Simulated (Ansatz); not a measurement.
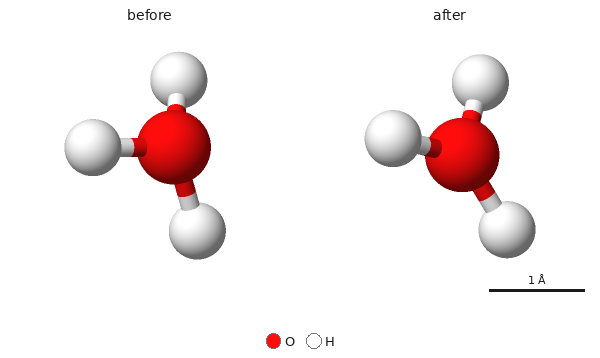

Left: H$_{3}$O (charge +1). Right: the same structure after one change, at the same scale. The picture is a ball-and-stick view, seen from a free direction.

The calculation used RKS PBE0-D4/def2-TZVPP in Ansatz 0.2.0. 

### Which change leads from the left to the right?

All atoms are moved at random (σ = 0.12 Å) from the PBE0-D4/def2-TZVP minimum.

### What does the change do?

It costs 5.35 kcal/mol. The largest force is 2.3 eV/Å, on an H atom. The forces point partly back along the displacements (cosine −0.35). At other levels of theory the same distortion costs 6.00 kcal/mol (RKS PBE-D4/def2-TZVPP), 5.48 kcal/mol (RKS r2SCAN-D4/def2-TZVPP), 5.39 kcal/mol (RKS wB97M-V/def2-TZVPP), 5.89 kcal/mol (RHF-CCSD(T), frozen core/def2-TZVPP). Near-neighbour distances before and after: H–O 0.978 → 0.931 to 0.986 Å. Bond angles that change, for instance: H–O–H 113.1° → 133.1°, H–O–H 113.1° → 115.3°.
